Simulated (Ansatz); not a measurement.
**A van 't Hoff estimate for BH2(NH2) + InH2(SH) ⇌ BH2(SH) + InH2(NH2)**

Species: BH2(NH2), singlet; InH2(SH), singlet; BH2(SH), singlet; InH2(NH2), singlet. The partners trade NH2 for SH: B–NH2 and In–SH bonds give way to B–SH and In–NH2.

The electronic reaction energy at CCSD(T)/def2-TZVPP is +125.6 kJ/mol. Shapes: PBE0-D4/def2-TZVP. Programs: Ansatz 0.2.0. Enthalpy and entropy come from rigid-rotor, harmonic-oscillator sums on unscaled PBE0-D4/def2-TZVP wavenumbers, ideal gases at 1 bar. Symmetry numbers: BH2(NH2) 2, InH2(SH) 1, BH2(SH) 1, InH2(NH2) 2. R = 8.3145 J/(mol K).

```
T (K)  ΔH (kJ/mol)  ΔS (J/(mol K))
  700       +122.1           +12.2
 1000            ?               ?
 1300       +123.6           +13.8
```

Q: Work out ln K at 700 and 1300 K, and from these estimate it at 1000 K.

A: 
1. 700 K: ΔG = +122.1 − 700 × (+12.2)/1000 = +113.6 kJ/mol; ln K = −ΔG/RT = -19.52.
2. 1300 K: ΔG = +123.6 − 1300 × (+13.8)/1000 = +105.7 kJ/mol; ln K = −ΔG/RT = -9.78.
3. Slope against 1000/T: (-9.78 − (-19.52))/(0.7692 − 1.4286) = -14.77, that is −ΔH/R with ΔH near +123 kJ/mol.
4. 1000 K: ln K = -19.52 + (-14.77) × (1.0000 − 1.4286) = -13.19.

The full sums give ΔH = +123.0 kJ/mol, ΔS = +13.3 J/(mol K), ΔG = +109.7 kJ/mol and ln K = -13.19 at 1000 K, so the line is off by 0.00 in ln K; without rounding the miss is +0.01, from the change of ΔH with temperature. The reactants are favoured over this whole range. An error of 10 kJ/mol in the energy moves ln K by 1.2 at 1000 K. Soft modes are treated as harmonic, which can err either way at these temperatures; the lowest are those of InH2(NH2) (163 cm⁻¹). For atoms past krypton def2 sets carry core potentials with scalar relativity. Outer-core shells of In are correlated, in sets that cover them unevenly.

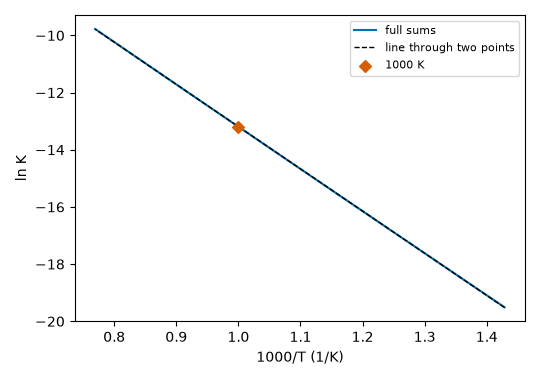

The van 't Hoff plot.
